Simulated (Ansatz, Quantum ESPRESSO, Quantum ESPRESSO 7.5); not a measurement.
## Band edges of Hf2CF2 MXene, 1 layer under strain

How do the band edges of Hf2CF2 MXene, 1 layer move against the vacuum when the sheet is stretched?

Method: plane-wave DFT, PBE, GBRV ultrasoft pseudopotentials (geometry by Ansatz 0.2.0 with PAW datasets; geometry under PBE), in Quantum ESPRESSO 7.5.

## 1. The structure

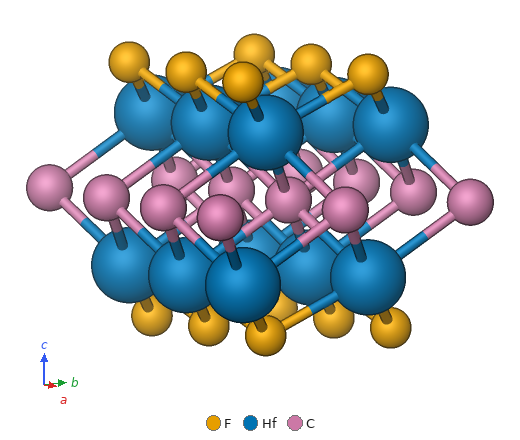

The cell as given, from the side, with the c axis up (fluorine orange, hafnium blue, carbon pink). 3×2×1 cells are drawn. Some periodic images of atoms are drawn too.

The cell holds 5 atoms: 2 F, 2 Hf and 1 C. Its edges and angles: a = 3.289 Å, b = 3.289 Å, c = 19.591 Å, α = 90.0°, β = 90.0°, γ = 120.0°. It derives from Hf2CF2. Vacuum lies along c.

## 2. Relaxation with Ansatz

A relaxation in Ansatz fixes the structure of this slab for the runs on it.

The input, input.yaml:

```yaml
crystal:
  lattice:
    - [3.289, 0.0, 0.0]
    - [-1.6445, 2.848357553, 0.0]
    - [0.0, 0.0, 19.5906824036]
  atoms:
    - { symbol: F, position: [0.3333333333, 0.6666666667, 0.3828350563] }
    - { symbol: Hf, position: [0.6666666667, 0.3333333333, 0.4337566836] }
    - { symbol: C, position: [0.0, 0.0, 0.5] }
    - { symbol: Hf, position: [0.3333333333, 0.6666666667, 0.5662433164] }
    - { symbol: F, position: [0.6666666667, 0.3333333333, 0.6171649437] }
kpoints:
  mp_grid: { grid: [12, 12, 1] }
hamiltonian:
  xc: pbe
scf:
  occupations: { method: fermi_dirac, width: 0.05 }
  convergence: { dr2_threshold: 1.0e-08 }
efield:
  axis: 3
  dipole_correction: true
  ramp_position: 0.97
  ramp_width: 0.04
relax:
  f_tol: 0.01
  cell: { fix: [c, alpha, beta] }
output:
  write_potential: true
  write_density: true
  volumetric_format: npy
```

Started as:

```sh
$ ansatz run input.yaml --threads 4 --pin off --max-ram 8192MiB --backend cpu --events-out ev --progress --plain --runs-dir out
```

Numbers of over 12 decimals in the logs are rounded to 6 here.

The program printed:

```text
Warning: relax.cell: scf.convergence.dr2_threshold = 1e-8 eV is looser than the 5e-10 eV advised for a relaxation that steers and ends on the stress (1e-10 eV for each atom of the cell: 5). What an SCF threshold leaves in a stress goes as its square root, and in the free energy as the threshold itself, and one threshold admits the most on a small cell: [figures from the program's tests cut] Set scf.convergence.dr2_threshold to 5e-10 eV or tighter. The threshold is an SCF's pass mark: one that does not reach it within its budget of iterations ends unconverged, or closes short of it on a stop that the run arms, and scf.convergence.dr2_threshold's page says what that costs each kind of run
Engine: ansatz 0.2.0, aarch64-unknown-linux-gnu
Pseudopotentials: kind: paw
Pseudopotential: F, paw, valence charge 7, recommended cutoff 420 eV (normal), F.paw.azcp
Pseudopotential: Hf, paw, valence charge 26, recommended cutoff 420 eV (normal), Hf.paw.azcp
Pseudopotential: C, paw, valence charge 4, recommended cutoff 420 eV (normal), C.paw.azcp
Functional definition: PBE
  parameter kappa = 0.804
  parameter beta = 0.066725
  exchange = pbe_x(kappa = kappa, mu = beta*pi^2/3)
  correlation = pbe_c(beta = beta)
Crystal: 5 atoms, lattice volume = 183.530 Å³
Basis set: ecut = 420 eV, 3665 PW (Γ), exchange–correlation on 48×48×270 points (8 copies of the dense FFT grid, shifted against one another)
Bands: 42, of which v1, the nominal top of the filled ones, is band 35 counted from 1 (34 counted from 0)
Symmetry: 6 space group operations
k-points: 19 of 144 (time reversal used)
Non-local potential: F, projectors of the file, l = 0: 2, l = 1: 2, l = 2: 1
Non-local potential: Hf, projectors of the file, l = 0: 3, l = 1: 2, l = 2: 2, l = 3: 3
Non-local potential: C, projectors of the file, l = 0: 2, l = 1: 2, l = 2: 1
PAW form: soft (Blöchl's): semilocal exchange-correlation on the pseudo side does not see the compensation charge
PAW one-centre angular grid: F, 110 points (default); XC on 64 Gauss nodes
PAW one-centre angular grid: Hf, 590 points (default); XC on 64 Gauss nodes
PAW one-centre angular grid: C, 110 points (default); XC on 64 Gauss nodes
Initial density: superposition of atomic densities (neutral atoms: chi_scale 0, normalization atom), corrected by the library's trained network
Initial wavefunctions: pseudopotential atomic-orbital guess
Functional: x = pbe(κ = 0.804, μ = 0.219515), c = pbe(β = 0.066725)
SCF iter   1: F=—  HF=-33314.350531 eV  |F-HF|=—  |Δ(HF+E_count)|=         —  Δρ=3.72e-3  dr2=8.90e-2  ethr=1.77e-3  p=-0.001 e·Å  D=-1.16e-3 V/Å  ΔV_dip=0.02 eV  dr2_dipole=1.88e-5  V_vac-E_F(+/−)=2.34/2.32 eV  ⟨swp⟩=6.3  Hψ=3190  notcnv=0
efield: sawtooth ramp at fractional position 0.9700 (set: `efield.ramp_position`, or a place that a band, a saddle search or an elastic batch's reference lends), width 0.0400; the density the first Hamiltonian is built on has a dipole p = -0.001 e·Å; the dipole correction subtracts the counter field D = -1.16e-3 V/Å, which shifts the + side's vacuum level by +0.02 eV against the − side's; the planar-averaged density in the ramp window peaks in size at 9.7e-5 e/Å³
preconditioner: auto → LDOS  [insulator: Δε(μ)=0.124 eV  Ē_g=17.931 eV  σ=0.050 eV  W_gap=0.55  n_scr=44 (ndim 8)  ℏωp=22.3 eV  f_vac=0.656  D(μ)=1.13/eV (n_scr^D=6)  ε∞_Penn≈2.5  β→1.0]
SCF iter   2: F=—  HF=-33314.339862 eV  |F-HF|=—  |Δ(HF+E_count)|=   1.07e-2  Δρ=3.63e-3  dr2=5.78e-2  ethr=1.27e-4  p=0.001 e·Å  D=1.11e-3 V/Å  ΔV_dip=-0.02 eV  dr2_dipole=1.80e-4  V_vac-E_F(+/−)=1.50/1.53 eV  ⟨swp⟩=3.3  Hψ=1677  notcnv=0  defer=20
SCF iter   3: F=—  HF=-33314.331674 eV  |F-HF|=—  |Δ(HF+E_count)|=   8.19e-3  Δρ=1.04e-3  dr2=1.26e-2  ethr=8.26e-5  p=0.000 e·Å  D=1.15e-5 V/Å  ΔV_dip=-0.00 eV  dr2_dipole=7.77e-7  V_vac-E_F(+/−)=1.88/1.88 eV  ⟨swp⟩=3.4  Hψ=1531  notcnv=0  defer=20
SCF iter   4: F=—  HF=-33314.329906 eV  |F-HF|=—  |Δ(HF+E_count)|=   1.77e-3  Δρ=5.67e-4  dr2=1.25e-3  ethr=1.81e-5  p=-0.000 e·Å  D=-4.37e-5 V/Å  ΔV_dip=0.00 eV  dr2_dipole=2.89e-6  V_vac-E_F(+/−)=1.74/1.74 eV  ⟨swp⟩=2.5  Hψ=964  notcnv=0  defer=19
SCF iter   5: F=—  HF=-33314.329701 eV  |F-HF|=—  |Δ(HF+E_count)|=   2.05e-4  Δρ=7.06e-5  dr2=1.01e-5  ethr=1.79e-6  p=0.000 e·Å  D=8.34e-5 V/Å  ΔV_dip=-0.00 eV  dr2_dipole=9.25e-9  V_vac-E_F(+/−)=1.69/1.69 eV  ⟨swp⟩=2.2  Hψ=1054  notcnv=0  defer=19
SCF iter   6: F=—  HF=-33314.329677 eV  |F-HF|=—  |Δ(HF+E_count)|=   2.39e-5  Δρ=2.74e-5  dr2=1.50e-6  ethr=1.44e-8  p=0.000 e·Å  D=7.94e-5 V/Å  ΔV_dip=-0.00 eV  dr2_dipole=3.89e-10  V_vac-E_F(+/−)=1.69/1.69 eV  ⟨swp⟩=3.3  Hψ=1863  notcnv=0  defer=19
SCF iter   7: F=—  HF=-33314.329604 eV  |F-HF|=—  |Δ(HF+E_count)|=   7.27e-5  Δρ=8.30e-6  dr2=2.36e-7  ethr=2.15e-9  p=0.000 e·Å  D=7.59e-5 V/Å  ΔV_dip=-0.00 eV  dr2_dipole=9.05e-10  V_vac-E_F(+/−)=1.68/1.69 eV  ⟨swp⟩=2.2  Hψ=1489  notcnv=0  defer=19
SCF iter   8: F=—  HF=-33314.329604 eV  |F-HF|=—  |Δ(HF+E_count)|=   3.83e-8  Δρ=4.38e-6  dr2=4.83e-8  ethr=3.37e-10  p=0.000 e·Å  D=7.03e-5 V/Å  ΔV_dip=-0.00 eV  dr2_dipole=4.07e-10  V_vac-E_F(+/−)=1.68/1.69 eV  ⟨swp⟩=2.3  Hψ=1497  notcnv=0  defer=19
SCF iter   9: F=-33314.329604 eV  HF=-33314.329604 eV  |F-HF|=1.89e-10  |Δ(HF+E_count)|=   1.09e-7  Δρ=1.59e-6  dr2=8.39e-9  ethr=1.43e-11  p=0.000 e·Å  D=6.43e-5 V/Å  ΔV_dip=-0.00 eV  dr2_dipole=2.02e-11  V_vac-E_F(+/−)=1.68/1.68 eV  ⟨swp⟩=10.6  Hψ=6665  notcnv=0
SCF 1 converged in 9 iterations: F = -33314.329604 eV  dr2 = 8.39e-9
  greatest PAW one-centre occupation: 0.998 electrons in one spin orbital (limit 2), on the Hf atom at site 3 (counted from 0), in its partial waves of l = 3
relax step   1: F+E_penalty+E_count = -33314.32960407 eV  Δ(F+E_penalty+E_count) = +0.000e0 eV  max|allowed force component| = 4.634e0 eV/Å  Δτ_max = 0.0000 Å  P = +3.211 GPa  Ω = 183.530 Å³  fix = [c, alpha, beta]  reactions: c +2.190 GPa  (9 SCF iters, accepted)
Crystal: 5 atoms, lattice volume = 182.047 Å³
Basis set: ecut = 420 eV, 3629 PW (Γ), exchange–correlation on 48×48×270 points (8 copies of the dense FFT grid, shifted against one another)
Initial density: handed on by an earlier stage of this run
Initial wavefunctions: those handed on with the density
iter 1 solved again at ethr=8.77e-4 eV; its pass at ethr=3.10e-3 eV (dr2=6.14e-1 eV) is discarded
SCF iter   1: F=—  HF=-33315.554989 eV  |F-HF|=—  |Δ(HF+E_count)|=         —  Δρ=1.69e-2  dr2=6.15e-1  ethr=8.77e-4  p=0.000 e·Å  D=6.62e-5 V/Å  ΔV_dip=-0.00 eV  dr2_dipole=1.65e-9  V_vac-E_F(+/−)=2.64/2.65 eV  ⟨swp⟩=1.2  Hψ=4178  notcnv=0
[...]
SCF iter   9: F=-33315.627771 eV  HF=-33315.627771 eV  |F-HF|=1.17e-8  |Δ(HF+E_count)|=   6.78e-8  Δρ=1.18e-6  dr2=1.91e-9  ethr=1.43e-11  p=0.000 e·Å  D=1.07e-6 V/Å  ΔV_dip=-0.00 eV  dr2_dipole=3.12e-13  V_vac-E_F(+/−)=3.76/3.76 eV  ⟨swp⟩=9.9  Hψ=6085  notcnv=0
SCF 3 converged in 9 iterations: F = -33315.627771 eV  dr2 = 1.91e-9
relax step   3: F+E_penalty+E_count = -33315.62777147 eV  Δ(F+E_penalty+E_count) = -2.736e-1 eV  max|allowed force component| = 4.881e-1 eV/Å  Δτ_max = 0.1955 Å  P = -0.180 GPa  Ω = 177.992 Å³  energy of the carried Pulay correction = +6.132e-3 eV  fix = [c, alpha, beta]  reactions: c -1.803 GPa  (9 SCF iters, accepted)
[...]
relax step   4: F+E_penalty+E_count = -33315.66204758 eV  Δ(F+E_penalty+E_count) = -3.428e-2 eV  max|allowed force component| = 1.302e-1 eV/Å  Δτ_max = 0.0630 Å  P = +0.031 GPa  Ω = 181.576 Å³  energy of the carried Pulay correction = +2.143e-3 eV  fix = [c, alpha, beta]  reactions: c -0.119 GPa  (8 SCF iters, accepted)
[...]
relax step   5: F+E_penalty+E_count = -33315.66207993 eV  Δ(F+E_penalty+E_count) = -3.235e-5 eV  max|allowed force component| = 1.404e-2 eV/Å  Δτ_max = 0.0059 Å  P = -0.052 GPa  Ω = 182.201 Å³  energy of the carried Pulay correction = +1.455e-3 eV  fix = [c, alpha, beta]  reactions: c -0.027 GPa  (6 SCF iters, accepted)
[...]
relax step   6: F+E_penalty+E_count = -33315.66231050 eV  Δ(F+E_penalty+E_count) = -2.306e-4 eV  max|allowed force component| = 2.437e-3 eV/Å  Δτ_max = 0.0006 Å  P = +0.008 GPa  Ω = 182.032 Å³  energy of the carried Pulay correction = +1.641e-3 eV  fix = [c, alpha, beta]  reactions: c +0.011 GPa  (5 SCF iters, accepted)
Initial wavefunctions: pseudopotential atomic-orbital guess (no wavefunctions were taken with the density)
iter 1 solved again at ethr=6.98e-8 eV; its pass at ethr=3.10e-3 eV (dr2=4.89e-5 eV) is discarded
SCF iter   1: F=—  HF=-33315.660811 eV  |F-HF|=—  |Δ(HF+E_count)|=         —  Δρ=4.23e-5  dr2=4.75e-7  ethr=6.98e-8  p=0.000 e·Å  D=4.56e-7 V/Å  ΔV_dip=-0.00 eV  dr2_dipole=5.24e-12  V_vac-E_F(+/−)=3.73/3.73 eV  ⟨swp⟩=6.4  Hψ=6066  notcnv=0
efield: sawtooth ramp at fractional position 0.9700 (set: `efield.ramp_position`, or a place that a band, a saddle search or an elastic batch's reference lends), width 0.0400; the density the first Hamiltonian is built on has a dipole p = 0.000 e·Å; the dipole correction subtracts the counter field D = 4.56e-7 V/Å, which shifts the + side's vacuum level by -0.00 eV against the − side's; the planar-averaged density in the ramp window peaks in size at 4.1e-7 e/Å³
preconditioner: auto → LDOS  [metal: Δε(μ)=0.043 eV  Ē_g=17.738 eV  σ=0.050 eV  W_gap=0.21  n_scr=44 (ndim 8)  ℏωp=22.4 eV  f_vac=0.648  D(μ)=1.53/eV (n_scr^D=6)  β→1.0]
SCF iter   2: F=—  HF=-33315.660784 eV  |F-HF|=—  |Δ(HF+E_count)|=   2.66e-5  Δρ=2.42e-5  dr2=5.93e-7  ethr=6.78e-10  p=0.000 e·Å  D=9.91e-7 V/Å  ΔV_dip=-0.00 eV  dr2_dipole=5.99e-12  V_vac-E_F(+/−)=3.73/3.73 eV  ⟨swp⟩=3.1  Hψ=1868  notcnv=0
SCF iter   3: F=—  HF=-33315.660784 eV  |F-HF|=—  |Δ(HF+E_count)|=   2.63e-7  Δρ=5.35e-6  dr2=4.78e-8  ethr=6.78e-10  p=0.000 e·Å  D=5.46e-7 V/Å  ΔV_dip=-0.00 eV  dr2_dipole=4.48e-13  V_vac-E_F(+/−)=3.73/3.73 eV  ⟨swp⟩=2.0  Hψ=1463  notcnv=0
SCF iter   4: F=-33315.660784 eV  HF=-33315.660784 eV  |F-HF|=3.33e-9  |Δ(HF+E_count)|=   7.22e-9  Δρ=2.25e-6  dr2=5.36e-9  ethr=1.43e-11  p=0.000 e·Å  D=4.66e-7 V/Å  ΔV_dip=-0.00 eV  dr2_dipole=6.54e-14  V_vac-E_F(+/−)=3.73/3.73 eV  ⟨swp⟩=11.3  Hψ=7409  notcnv=0
SCF 7 converged in 4 iterations: F = -33315.660784 eV  dr2 = 5.36e-9
relax step   7: F+E_penalty+E_count = -33315.66078393 eV  Δ(F+E_penalty+E_count) = +1.527e-3 eV  max|allowed force component| = 2.629e-3 eV/Å  Δτ_max = 0.0000 Å  P = -0.005 GPa  Ω = 182.032 Å³  fix = [c, alpha, beta]  reactions: c +0.009 GPa  stress off target by 1.14e-2 GPa on what of the cell is left free  SCF on the basis re-selected at this cell (its energy is not comparable with the rows above)  (4 SCF iters)
basis re-selected at this cell: Δ(F+E_penalty+E_count) = +1.527e-3 eV, ΔP = -0.013 GPa vs the last step (what re-selecting the basis moved, of the pressure what is left beyond the Pulay correction that the steps carried, after the strain that the cell walked since its last selection, with what the two solves' SCF thresholds leave and, on support functions, any second-order correction that the steps lacked; it is no m [...]
WARN: The output density's exchange-correlation potential varies sharply where the density is thin. Do not read a vacuum level from v_tot or v_xc, or from such a field of the output density. On a cell that repeats whose density bears no net charge and no dipole along the vacuum's axis use v_es (v_loc + v_h of the components); under efield.dipole_correction with no amplitude use v_es + v_field, which holds any externa [...]
SCF converged after 4 iterations
Free energy (F): -33315.660784 eV
Harris-Foulkes:  -33315.660784 eV  (|F-HF|=3.33e-9)
Internal energy: -33315.649086 eV  (E = F + TS)
E sigma→0 (E₀):  -33315.654935 eV
Entropy (-TS):   -0.011698 eV (-2.340 meV/atom)
Fermi energy:    3.778148 eV
Dipole field:    D = 0.000001 V/Å  (p = 0.000001 e·Å, saw-weighted, corrected)
Work function:   Φ+ = 3.7264 eV   Φ− = 3.7264 eV
Levels:          The Fermi level and band energies are counted from a zero that moves with the ramp; work functions are not
--- Per-component energies (eV) ---
  E_band       = -958.789434
  E_kinetic    = 1350.791229
  E_local      = -91525.393361  (includes V_loc(G=0)·N_el)
  E_nonlocal   = -2314.790614
  E_hartree    = 44809.147558
  E_xc         = -809.000491
  E_vxc        = -798.482071  (∫ρ·V_xc dr)
  E_paw        = -14353.862661  (= ΣΔE_a)
  E_vpaw       = 2710.779138  (= ΣTr[D̂ρ^β])
  E_aug_tail   = 0.004099  (compensation charges beyond the density's cutoff)
  E_efield     = 0.000000  (sawtooth field / dipole correction)
  E_vefield    = -0.000011  (∫n·V_field dr)
  E_ewald      = 29527.455156
  E_smearing   = -0.011698  (= −TS)
  E_closure    = -0.000000  (closes the sum)
  Σ components = -33315.660784   (vs F -33315.660784, Δ=0.00e0)
--- Forces (eV/Å), atoms counted from 1 ---
  atom   1  F     -0.00000000     0.00000000    -0.00082313
  atom   2  Hf     0.00000000     0.00000000    -0.00262927
  atom   3  C     -0.00000000     0.00000000     0.00000055
  atom   4  Hf    -0.00000000     0.00000000     0.00262919
  atom   5  F      0.00000000     0.00000000     0.00082303
  max |Σ_I F_I| component: 3.83e-7 eV/Å
--- Stress (GPa, compression-positive) ---
       -0.011389       0.000000       0.000000
        0.000000      -0.011389      -0.000000
        0.000000      -0.000000       0.008759
  P = ⅓ Tr σ = -0.0047 GPa (-0.047 kbar)
--- Band table (eV; the first three rows and the last of 19) ---
  k-point 0: bands = [... 31 lower, -1.0580, 0.4092, 0.4092, 4.0379, 4.0379, 4.4398, 5.2366, 5.3422, ... 3 higher]
  k-point 1: bands = [... 31 lower, -0.9829, 0.1686, 0.3907, 3.7261, 4.1997, 4.4880, 5.4500, 5.4835, ... 3 higher]
  k-point 2: bands = [... 31 lower, -0.8092, -0.3274, 0.3573, 3.1161, 4.6339, 4.6636, 5.6074, 5.8152, ... 3 higher]
  k-point 18: bands = [... 31 lower, -0.9746, -0.9746, 0.0520, 4.2473, 5.0247, 5.0247, 6.7568, 7.3454, ... 3 higher]
--- Relaxed structure (6 steps of the walk, 6 accepted, 1 SCFs on fresh bases) ---
  F+E_penalty+E_count = -33315.66078393 eV   max|allowed force component| = 2.629e-3 eV/Å   (the final SCF, on the basis selected at the relaxed cell)
  cell:  # Å, volume = 182.0321 Å³
    - [3.275547, 0.0, 0]
    - [-1.637774, 2.836707, 0]
    - [0, 0, 19.5906824036]
  atoms:
    - { symbol: F, position: [0.333333, 0.666667, 0.369774] }
    - { symbol: Hf, position: [0.666667, 0.333333, 0.438759] }
    - { symbol: C, position: [0, 0, 0.500000] }
    - { symbol: Hf, position: [0.333333, 0.666667, 0.561241] }
    - { symbol: F, position: [0.666667, 0.333333, 0.630226] }
```

The job ended after 20 s (4 threads of Arm Neoverse V2, shared host; peak memory 0.54 GiB).

Relaxation path:

| step | energy less that of the first step (eV) | largest force component (eV/Å) | pressure (GPa) | volume (Å³) |
| --- | --- | --- | --- | --- |
| 1 | 0.0000 | 4.6339 | 3.21 | 183.53 |
| 2 | -1.0245 | 2.7463 | 4.28 | 182.05 |
| 3 | -1.2982 | 0.4881 | -0.18 | 177.99 |
| 4 | -1.3324 | 0.1302 | 0.03 | 181.58 |
| 5 | -1.3325 | 0.0140 | -0.05 | 182.20 |
| 6 | -1.3327 | 0.0024 | 0.01 | 182.03 |
| 7* | -1.3312 | 0.0026 | 0.00 | 182.03 |

Relaxation steps marked * repeat the geometry before them on a plane-wave basis chosen anew for their cell, so energy and pressure can jump there.

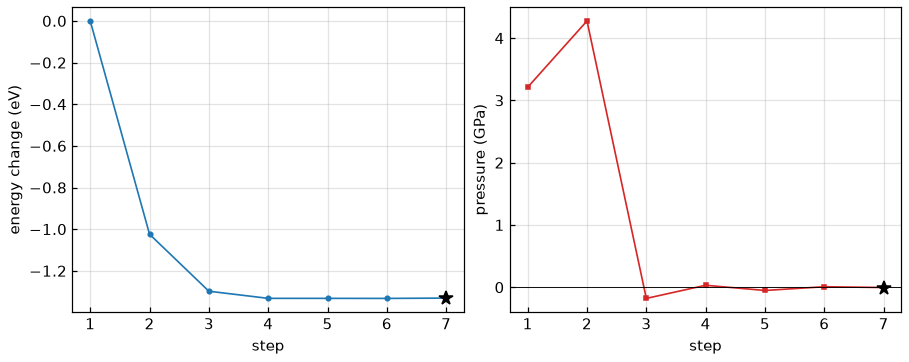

Energy and pressure along the relaxation. Stars mark steps on a basis chosen anew.

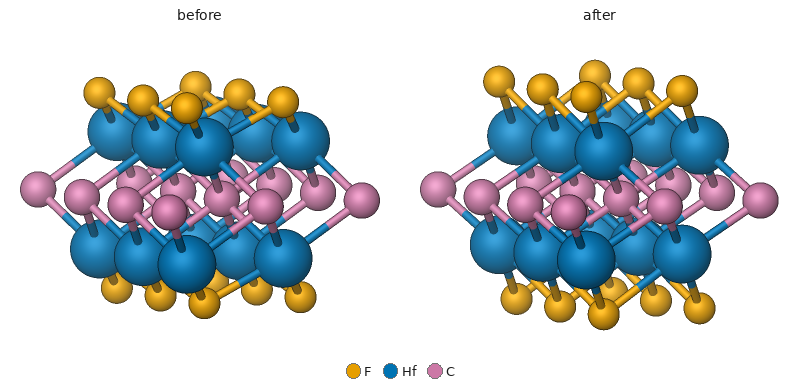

The structure before and after the relaxation, drawn at the same scale.

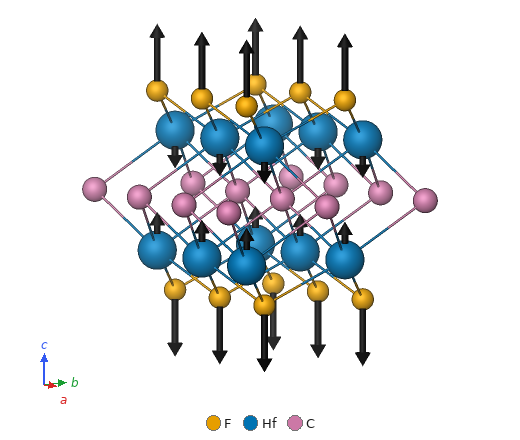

Displacements in the relaxation, exaggerated, measured against the changing cell; the longest in the cell stands for 0.26 Å. 3×2×1 cells are drawn. Some periodic images of atoms are drawn too.

| cell as run | before | after | change |
| --- | --- | --- | --- |
| a (Å) | 3.289 | 3.276 | -0.4 % |
| b (Å) | 3.289 | 3.276 | -0.4 % |

The atoms that moved most (Å, along periodic axes as changes of fractional coordinates times the final cell, across vacuum about the mean position):

| atom | dx | dy | dz | length |
| --- | --- | --- | --- | --- |
| F1 | 0.000 | 0.000 | -0.256 | 0.256 |
| F5 | 0.000 | 0.000 | 0.256 | 0.256 |
| Hf2 | 0.000 | 0.000 | 0.098 | 0.098 |
| Hf4 | 0.000 | 0.000 | -0.098 | 0.098 |

Final coordinates:

```xyz
5
Lattice="3.2755 0.0000 0.0000 -1.6378 2.8367 0.0000 0.0000 0.0000 19.5907" Properties=species:S:1:pos:R:3
F     0.0000    1.8911    7.2441
Hf    1.6378    0.9456    8.5956
C     0.0000    0.0000    9.7953
Hf    0.0000    1.8911   10.9951
F     1.6378    0.9456   12.3466
```

This step gave:

| Item | Value |
| --- | --- |
| free energy | -33315.6608 eV |
| energy at zero smearing | -33315.6549 eV |
| smearing term TS | 0.01170 eV |
| Fermi energy | 3.778 eV |
| symmetry operations | 6 |
| work function of the upper face | 3.726 eV |
| work function of the lower face | 3.726 eV |
| dipole along the normal | 8.32e-7 e·Å |

(Part 1 of 2 ends here.)

[Logs are printed without paths, hosts, clocks, repeated set-up lines and the standing remarks that a program may print on its own settings, such as how far it seeks lower states.]

[Hosts, paths, dates, database ids (printed as entryN), source tags and the programs' standing remarks are cut or masked in the printed files.]

[Maps of the electrostatic potential energy from Ansatz leave out the sawtooth potential of an applied field or a dipole correction, so their vacuum need not be flat; planar profiles and work functions include it.]
